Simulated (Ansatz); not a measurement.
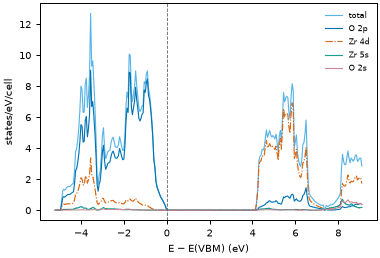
Figure: Total and projected density of states of ZrO$_{2}$ (rutile, space group No. 136), r²SCAN (plane waves, PAW; program Ansatz)

Question: Which orbitals carry the states next to the gap?

Answer: Top 1 eV of the valence band: O 2p 95 %. Bottom 1 eV of the conduction band: Zr 4d 87 %, O 2p 10 %. Projections are on Löwdin-orthogonalised atomic valence shells; empty p or d shells of many metals are not among them.

Question: Where is the tallest occupied peak in this window, and what makes it?

Answer: Near -3.5 eV, about 13 states/eV per cell; the largest projected share is O 2p.

Space group P4_2/mnm (rutile). The cell is a constructed one: a structure type filled with these elements; the Crystallography Open Database copy checked does not list it. It is not the phase usual at ambient conditions (space group No. 14). The cell was relaxed with r²SCAN under the symmetry of its start; its stability against distortions is not shown here. No spin polarisation was allowed. Scalar-relativistic: spin–orbit coupling is off unless named, which matters more the heavier the elements.

Potentials: the later of the program's two PAW sets.
